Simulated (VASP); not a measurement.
**Fe: magnetic orders**

Wanted: the lowest of several collinear orders of Fe. The start is a cell from a database of measured crystal structures.

Main program and level: VASP 6.6.1; PBE, spin-polarised, from parallel moments; plane waves and PAW (Fe), in the first sound run; inputs show where later runs differ.

The database entry behind the starting cell differs from later determinations by our own check (an axis about 0.7 % long against later determinations), so it need not match the best structure at ambient conditions.

## (1) The structure

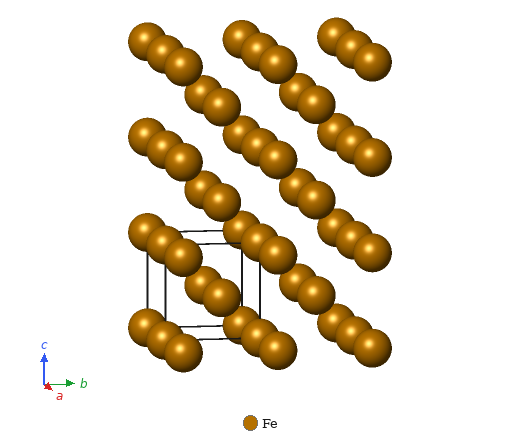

The starting structure, seen slightly off an axis (iron orange). 2×2×3 cells are drawn. This picture shows the conventional cell, with its axes. Some periodic images of atoms are drawn too.

As a file:

```xyz
1
Lattice="-1.4430 1.4430 1.4430 1.4430 -1.4430 1.4430 1.4430 1.4430 -1.4430" Properties=species:S:1:pos:R:3 pbc="T T T"
Fe    0.0000    0.0000    0.0000
```

## (2) Magnetic order, 1 atoms, start order ferro

Each run starts from other signs of the moments at the same geometry and cutoff; gentle mixing helps it keep them. Any wave vector in a name is a fraction of the reciprocal vectors of the first cell as typed.

Input file INCAR:

```
SYSTEM = Fe
PREC = Accurate
ENCUT = 350
EDIFF = 1E-06
NELM = 150
ISMEAR = -1
SIGMA = 0.15
LREAL = .FALSE.
ALGO = Normal
GGA = PE
ISPIN = 2
MAGMOM = 2.8
LMAXMIX = 4
LORBIT = 11
LWAVE = .FALSE.
LCHARG = .TRUE.
KPAR = 4
AMIX = 0.2
BMIX = 1E-04
AMIX_MAG = 0.8
BMIX_MAG = 1E-04
```

Input file POSCAR:

```
Fe
1.0
   -1.4430000000      1.4430000000      1.4430000000
    1.4430000000     -1.4430000000      1.4430000000
    1.4430000000      1.4430000000     -1.4430000000
Fe
1
Direct
    0.0000000000      0.0000000000      0.0000000000
```

Input file KPOINTS:

```
Automatic mesh
0
Gamma
22 22 22
0 0 0
```

Potentials, in the order of the species: Fe (PBE family, release 64).

Launch:

```bash
$ mpirun -np 4 vasp_std
```

Log:

```text
[banner, memory and clock lines left out]
running    4 mpi-ranks, on    1 nodes
 distrk:  each k-point on    1 cores,    4 groups
 distr:  one band on    1 cores,    1 groups

 POSCAR found type information on POSCAR Fe
 POSCAR found :  1 types and       1 ions
 LDA part: xc-table for (Slater+PW92), standard interpolation
 POSCAR, INCAR and KPOINTS ok, starting setup
 FFT: planning ... GRIDC
 FFT: planning ... GRID_SOFT
 FFT: planning ... GRID
 WAVECAR not read
 entering main loop
       N       E                     dE             d eps       ncg     rms          rms(c)
DAV:   1     0.104195466255E+02    0.10420E+02   -0.32344E+03 12481   0.784E+02
DAV:   2    -0.901978231570E+01   -0.19439E+02   -0.17983E+02 11889   0.110E+02
DAV:   3    -0.922129265567E+01   -0.20151E+00   -0.20087E+00 13285   0.152E+01
DAV:   4    -0.922221806849E+01   -0.92541E-03   -0.92534E-03 12962   0.964E-01
DAV:   5    -0.922222734925E+01   -0.92808E-05   -0.92814E-05 12872   0.865E-02    0.107E+01
DAV:   6    -0.834389211306E+01    0.87834E+00   -0.39056E+00 12568   0.308E+01    0.523E+00
DAV:   7    -0.827086833454E+01    0.73024E-01   -0.12891E+00 12922   0.154E+01    0.356E+00
DAV:   8    -0.826820330993E+01    0.26650E-02   -0.22474E-02 12605   0.209E+00    0.275E+00
DAV:   9    -0.826674705082E+01    0.14563E-02   -0.18114E-02 13667   0.120E+00    0.192E+00
DAV:  10    -0.826019781853E+01    0.65492E-02   -0.18158E-02 12546   0.202E+00    0.658E-01
DAV:  11    -0.825990896723E+01    0.28885E-03   -0.46170E-03 12869   0.844E-01    0.635E-02
DAV:  12    -0.825993015150E+01   -0.21184E-04   -0.27390E-05 12184   0.536E-02    0.185E-02
DAV:  13    -0.825993357699E+01   -0.34255E-05   -0.66407E-06 12810   0.217E-02    0.101E-02
DAV:  14    -0.825993475603E+01   -0.11790E-05   -0.77307E-07  6212   0.826E-03    0.270E-03
DAV:  15    -0.825993573133E+01   -0.97530E-06   -0.15826E-07  5935   0.611E-03
   1 F= -.82599357E+01 E0= -.82218193E+01  d E =-.762330E-01  mag=     2.3160
```

Elapsed: 6 s, on 4 MPI ranks of Intel Xeon 6975P-C (Granite Rapids), shared host; peak memory 0.56 GiB.

Lines that name or quote the potential files are left out of all logs, and their timing lines are given in words.

OUTCAR, selected parts (step 2):

```text
ion  position               nearest neighbor table
   1  0.000  0.000  0.000-

  LATTYP: Found a body centered cubic cell.
 ALAT       =     2.8860000000

 Subroutine GETGRP returns: Found 48 space group operations
 (whereof 48 operations were pure point group operations)

The static configuration has the point symmetry O_h .

 Found    328 irreducible k-points:

   k-points           NKPTS =    328   k-points in BZ     NKDIM =    328   number of bands    NBANDS=      9

   dimension x,y,z NGX =    16 NGY =   16 NGZ =   16
   dimension x,y,z NGXF=    32 NGYF=   32 NGZF=   32

   ENCUT  =  350.0 eV  25.72 Ry    5.07 a.u.   3.81  3.81  3.81*2*pi/ulx,y,z

   NELECT =       8.0000    total number of electrons

 k-points in reciprocal lattice and weights: Automatic mesh
   0.00000000  0.00000000  0.00000000       0.000
   0.04545455  0.00000000  0.00000000       0.001
   0.09090909  0.00000000  0.00000000       0.001
   0.13636364  0.00000000  0.00000000       0.001
   0.18181818  0.00000000  0.00000000       0.001
   0.22727273  0.00000000  0.00000000       0.001
   0.27272727  0.00000000  0.00000000       0.001
   0.31818182  0.00000000  0.00000000       0.001
   0.36363636  0.00000000  0.00000000       0.001
[...]
0.50000000  0.50000000  0.45454545       0.001
   0.50000000  0.50000000  0.50000000       0.000

 average (electrostatic) potential at core
       1 -43.7933

 E-fermi :   5.2921

 spin component 1
 k-point     1 :       0.0000    0.0000    0.0000
  band No.  band energies     occupation
    ...
      2       3.0271      1.00000
      3       3.0271      1.00000
      4       3.0271      1.00000
      5       4.1901      0.99936
      6       4.1901      0.99936
      7      29.7339      0.00000
      8      29.7339      0.00000
      9      29.7339      0.00000

 k-point     2 :       0.0455    0.0000    0.0000
  band No.  band energies     occupation
    ...
      2       3.0058      1.00000
      3       3.0261      1.00000
      4       3.0696      1.00000
      5       4.1683      0.99944
      6       4.1918      0.99935
      7      29.1189      0.00000
      8      29.6062      0.00000
      9      29.6547      0.00000

 k-point     3 :       0.0909    0.0000    0.0000
  band No.  band energies     occupation
    ...
      2       2.9438      1.00000
      3       3.0189      1.00000
      4       3.1947      1.00000
      5       4.1124      0.99962
      6       4.1970      0.99933
      7      27.6306      0.00000
      8      29.1586      0.00000
      9      29.4480      0.00000

 k-point     4 :       0.1364    0.0000    0.0000
  band No.  band energies     occupation
    ...
      2       2.8473      1.00000
      3       2.9956      1.00000
      4       3.3963      1.00000
      5       4.0487      0.99975
      6       4.2067      0.99928
      7      25.7260      0.00000
      8      28.3717      0.00000
      9      29.1772      0.00000

 k-point     5 :       0.1818    0.0000    0.0000
  band No.  band energies     occupation
    ...
      2       2.7250      1.00000
      3       2.9520      1.00000
      4       3.6632      0.99998
      5       4.0089      0.99981
      6       4.2212      0.99921
      7      23.6446      0.00000
      8      27.3995      0.00000
      9      28.8952      0.00000

 k-point     6 :       0.2273    0.0000    0.0000
  band No.  band energies     occupation
    ...
      2       2.5883      1.00000
      3       2.9153      1.00000
      4       3.9801      0.99984
      5       4.0122      0.99980
      6       4.2410      0.99910
      7      21.5146      0.00000
      8      26.4049      0.00000
      9      28.6367      0.00000

  Total       -0.6415625     -0.6415625     -0.6415625     -0.0000000     -0.0000000      0.0000000
  in kB      -85.5245010    -85.5245010    -85.5245010     -0.0000000     -0.0000000      0.0000000
  external PRESSURE =     -85.5245010 kB  Pullay stress =       0.0000000 kB

  energy-cutoff  :      350.00
  volume of cell :       12.02
      direct lattice vectors                 reciprocal lattice vectors
    -1.443000000  1.443000000  1.443000000     0.000000000  0.346500347  0.346500347
     1.443000000 -1.443000000  1.443000000     0.346500347  0.000000000  0.346500347
     1.443000000  1.443000000 -1.443000000     0.346500347  0.346500347  0.000000000

 POSITION                                       TOTAL-FORCE (eV/Angst)
 -----------------------------------------------------------------------------------
      0.00000      0.00000      0.00000         0.000000     -0.000000      0.000000
 -----------------------------------------------------------------------------------
    total drift:                                0.000000      0.000000     -0.000000

  FREE ENERGIE OF THE ION-ELECTRON SYSTEM (eV)
  ---------------------------------------------------
  free  energy   TOTEN  =        -8.2599357313 eV

  energy  without entropy=       -8.1837027759  energy(sigma->0) =       -8.22181925

 total charge
# of ion       s       p       d       tot
------------------------------------------
    1        0.465   0.493   6.196   7.153

 magnetization (x)
# of ion       s       p       d       tot
------------------------------------------
    1       -0.014  -0.055   2.391   2.322

[... 6 further parts left out ...]
```

The cell holds one magnetic atom, so no antiferromagnetic order fits into it. LASPH is off, so gradient terms of the non-spherical density inside the spheres are left out; for open d or f shells this can shift gaps and moments.

This step gave:

* electronic cycles: 15
* electrons: 8
* free energy (TOTEN): -8.260 eV
* energy at zero smearing: -8.222 eV
* Fermi energy: 5.292 eV
* moment of the cell, from the last line of the log: 2.32 μB
* metallic: yes

Spin moment in the PAW sphere by atom:

```
atom  spin moment in the PAW sphere (μB)
 Fe1                                2.32
```

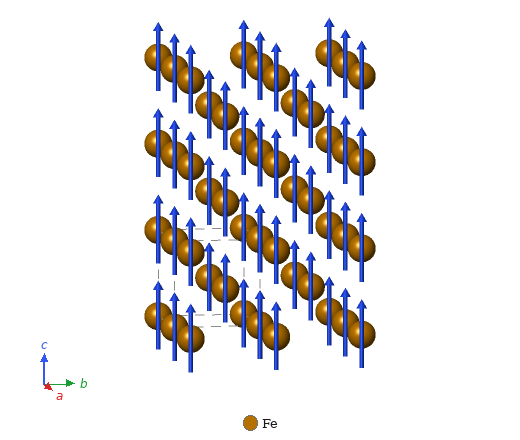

Spin moment in the PAW sphere as arrows, the longest 2.32 μB. Up and down stand for the sign. Arrows give size and sign along the axis of quantisation, drawn up and down the page. 2×2×3 conventional cells are drawn. Some periodic images of atoms are drawn too.

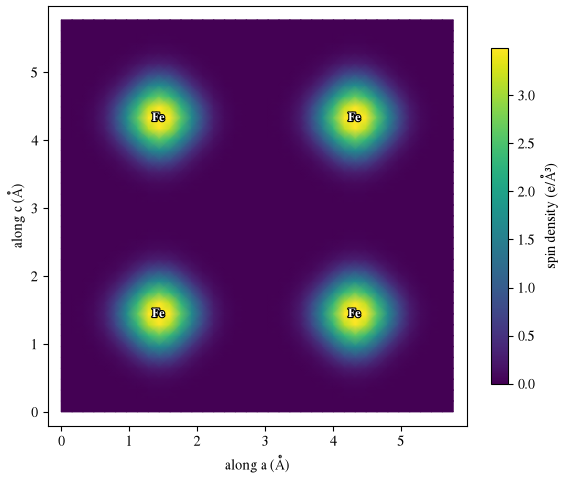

Spin density in the ac plane of the conventional cell at fractional y = 0.000, with atoms of Fe within 0.2 Å of it. The map starts off the cell's origin, so that atoms lie inside it.

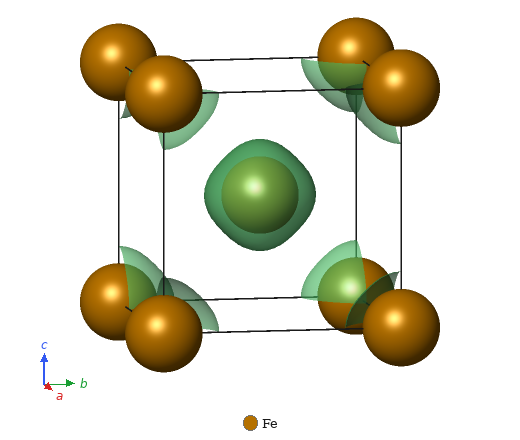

Surface of spin density = 0.71 e/Å³, which holds about 70 % of the integral of its size.

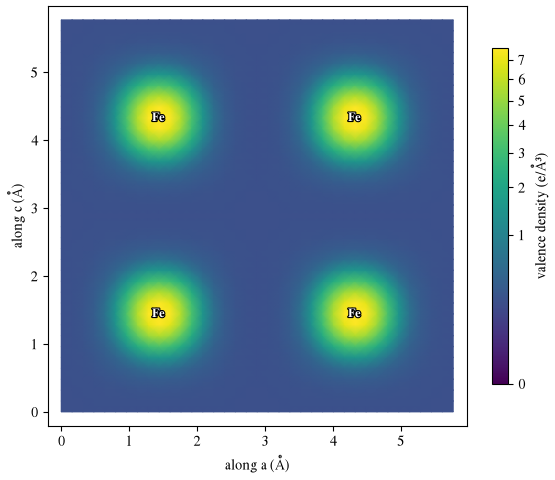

Valence density in the ac plane of the conventional cell at fractional y = 0.000, with atoms of Fe within 0.2 Å of it. It is the smooth field of the valence electrons, not physical close to the nuclei. The map starts off the cell's origin, so that atoms lie inside it. The colour scale is stretched toward low values.

The largest moment at the end is 2.32 μB, and the moments of the cell sum to 2.32 μB.

## (3) Magnetic order, 2 atoms, start order antiferro q=(1/2,1/2,1/2)

This step: PBE, spin-polarised, from moments of both signs; plane waves and PAW (Fe) (VASP 6.6.1).

System of this step: Fe. It takes space group Im-3m (No. 229, cubic). The conventional cell has a = 2.886 Å, b = 2.886 Å, c = 2.886 Å, α = 90.00°, β = 90.00°, γ = 90.00°. Nearest to Fe lie 8 Fe at 2.50 Å.

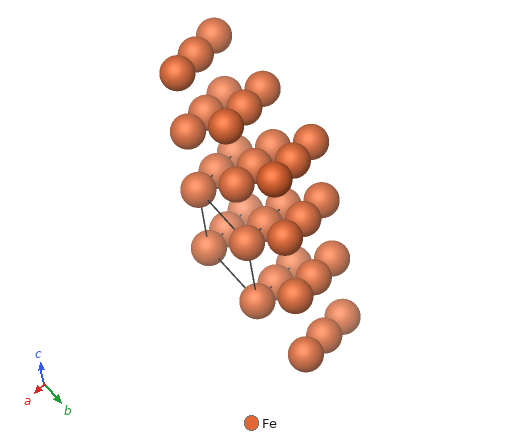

The cell of this step (iron orange). 1×2×3 cells are drawn. Some periodic images of atoms are drawn too.

INCAR: that of step 2 with these lines changed.

```diff
@@ -11,3 +11,3 @@
 ISPIN = 2
-MAGMOM = 2.8
+MAGMOM = 2.8 -2.8
 LMAXMIX = 4
```

Input file POSCAR:

```
Fe
1.0
   -2.8860000000      2.8860000000      2.8860000000
    0.0000000000      0.0000000000      2.8860000000
    0.0000000000      2.8860000000      0.0000000000
Fe
2
Direct
    0.0000000000      0.0000000000      0.0000000000
    0.5000000000      0.0000000000      0.0000000000
```

Input file KPOINTS:

```
Automatic mesh
0
Gamma
11 22 22
0 0 0
```

Launch:

```bash
$ mpirun -np 4 vasp_std
```

Log:

```text
[banner, memory and clock lines left out]
running    4 mpi-ranks, on    1 nodes
 distrk:  each k-point on    1 cores,    4 groups
 distr:  one band on    1 cores,    1 groups

 POSCAR found type information on POSCAR Fe
 POSCAR found :  1 types and       2 ions
 LDA part: xc-table for (Slater+PW92), standard interpolation
 POSCAR, INCAR and KPOINTS ok, starting setup
 FFT: planning ... GRIDC
 FFT: planning ... GRID_SOFT
 FFT: planning ... GRID
 WAVECAR not read
 entering main loop
       N       E                     dE             d eps       ncg     rms          rms(c)
DAV:   1     0.714994723552E+02    0.71499E+02   -0.58693E+03  8864   0.126E+03
DAV:   2    -0.153751416997E+02   -0.86875E+02   -0.81005E+02  8836   0.277E+02
DAV:   3    -0.183494145923E+02   -0.29743E+01   -0.26011E+01  9912   0.638E+01
DAV:   4    -0.184248143704E+02   -0.75400E-01   -0.71506E-01  9116   0.909E+00
DAV:   5    -0.184257296892E+02   -0.91532E-03   -0.91129E-03  9504   0.825E-01    0.153E+01
DAV:   6    -0.160143442491E+02    0.24114E+01   -0.64362E+00  9032   0.476E+01    0.662E+00
DAV:   7    -0.157481409176E+02    0.26620E+00   -0.16043E+00  8948   0.225E+01    0.362E+00
DAV:   8    -0.157300937362E+02    0.18047E-01   -0.26444E-02  8792   0.313E+00    0.264E+00
DAV:   9    -0.157139193534E+02    0.16174E-01   -0.27687E-03 11164   0.701E-01    0.122E+00
DAV:  10    -0.157076640385E+02    0.62553E-02   -0.14098E-02  8744   0.232E+00    0.109E-01
DAV:  11    -0.157076184083E+02    0.45630E-04   -0.12888E-04  8800   0.186E-01    0.480E-02
DAV:  12    -0.157076084380E+02    0.99703E-05   -0.48893E-05  8988   0.141E-01    0.145E-02
DAV:  13    -0.157076165206E+02   -0.80826E-05   -0.10749E-05  9544   0.596E-02    0.402E-03
DAV:  14    -0.157076190866E+02   -0.25660E-05   -0.72150E-07  4376   0.164E-02    0.140E-03
DAV:  15    -0.157076178603E+02    0.12263E-05   -0.20890E-07  4392   0.555E-03    0.948E-04
DAV:  16    -0.157076170833E+02    0.77707E-06   -0.34369E-08  4376   0.289E-03
   1 F= -.15707617E+02 E0= -.15510219E+02  d E =-.394797E+00  mag=     0.0000
```

It took 11 s on 4 MPI ranks; peak memory 0.64 GiB.

Parts of OUTCAR (step 3):

```text
  LATTYP: Found a simple cubic cell.
 ALAT       =     2.8860000000

The static configuration has the point symmetry O_h .

 Found    182 irreducible k-points:

   k-points           NKPTS =    182   k-points in BZ     NKDIM =    182   number of bands    NBANDS=     12

   dimension x,y,z NGX =    32 NGY =   18 NGZ =   18
   dimension x,y,z NGXF=    64 NGYF=   36 NGZF=   36

   ENCUT  =  350.0 eV  25.72 Ry    5.07 a.u.   7.63  4.40  4.40*2*pi/ulx,y,z

   NELECT =      16.0000    total number of electrons

 E-fermi :   5.5959

 spin component 1
 k-point     1 :       0.0000    0.0000    0.0000
  band No.  band energies     occupation
    ...
      2       1.4300      1.00000
      3       1.4300      1.00000
      4       3.7047      1.00000
      5       3.7047      1.00000
      6       3.7047      1.00000
      7       5.6467      0.41610
      8       5.6467      0.41610
      9       6.5777      0.00143
     10       6.5777      0.00143
     11       6.5777      0.00143
    ...

 k-point     2 :       0.0909    0.0000    0.0000
  band No.  band energies     occupation
    ...
      3       1.4963      1.00000
      4       3.6920      1.00000
      5       3.6920      1.00000
      6       3.7410      1.00000
      7       5.5768      0.53174
      8       5.6734      0.37358
      9       6.4386      0.00362
     10       6.4386      0.00362
     11       6.5375      0.00187
     12      13.8816      0.00000

 k-point     3 :       0.1818    0.0000    0.0000
  band No.  band energies     occupation
    ...
      3       1.6872      1.00000
      4       3.6608      1.00000
      5       3.6608      1.00000
      6       3.8442      0.99999
      7       5.3752      0.81329
      8       5.7407      0.27579
      9       6.0926      0.03520
     10       6.0926      0.03520
     11       6.4243      0.00398
     12      11.8610      0.00000

 k-point     4 :       0.2727    0.0000    0.0000
  band No.  band energies     occupation
    ...
      3       1.9771      1.00000
      4       3.6272      1.00000
      5       3.6272      1.00000
      6       3.9949      0.99998
      7       5.0701      0.97084
      8       5.6834      0.35825
      9       5.6834      0.35825
     10       5.8031      0.20077
     11       6.2600      0.01180
     12       9.8377      0.00000

  Total       -1.6461879     -1.6461879     -1.6461879     -0.0000000     -0.0000000     -0.0000000
  in kB     -109.7238425   -109.7238425   -109.7238425     -0.0000000     -0.0000000     -0.0000000
  external PRESSURE =    -109.7238425 kB  Pullay stress =       0.0000000 kB

  energy-cutoff  :      350.00
  volume of cell :       24.04
      direct lattice vectors                 reciprocal lattice vectors
    -2.886000000  2.886000000  2.886000000    -0.346500347  0.000000000  0.000000000
     0.000000000  0.000000000  2.886000000     0.346500347  0.000000000  0.346500347
     0.000000000  2.886000000  0.000000000     0.346500347  0.346500347  0.000000000

 POSITION                                       TOTAL-FORCE (eV/Angst)
 -----------------------------------------------------------------------------------
      0.00000      0.00000      0.00000         0.000000      0.000000      0.000000
     -1.44300      1.44300      1.44300        -0.000000     -0.000000     -0.000000
 -----------------------------------------------------------------------------------
    total drift:                                0.000000     -0.000000      0.000000

  FREE ENERGIE OF THE ION-ELECTRON SYSTEM (eV)
  ---------------------------------------------------
  free  energy   TOTEN  =       -15.7076170833 eV

  energy  without entropy=      -15.3128204662  energy(sigma->0) =      -15.51021877

 total charge
# of ion       s       p       d       tot
------------------------------------------
    1        0.471   0.497   6.184   7.152
    2        0.471   0.497   6.184   7.152
--------------------------------------------------
tot          0.942   0.994  12.367  14.304

 magnetization (x)
# of ion       s       p       d       tot
------------------------------------------
    1        0.029   0.027   1.798   1.855
    2       -0.029  -0.027  -1.798  -1.855
--------------------------------------------------
tot          0.000   0.000   0.000   0.000

[... 1 part as in an earlier step ...]

[... 6 further parts left out ...]
```

The magnetic state follows from one typed start and may not be the lowest.

Numbers from this step:

```yaml
electronic_cycles: 16
electrons: 16
free_energy_toten: -15.71 eV
energy_at_zero_smearing: -15.51 eV
fermi_energy: 5.596 eV
```

[end of part 1 of 2]

[Lines on the potential files, build, host, timing and source positions are cut from VASP's logs without a mark.]

[Logs are printed without paths, hosts, clocks, repeated set-up lines and the standing remarks that a program may print on its own settings, such as how far it seeks lower states.]

[Hosts, paths, dates, database ids (printed as entryN), source tags and the programs' standing remarks are cut or masked in the printed files.]

[Runs that stopped without an error message from VASP are left out.]
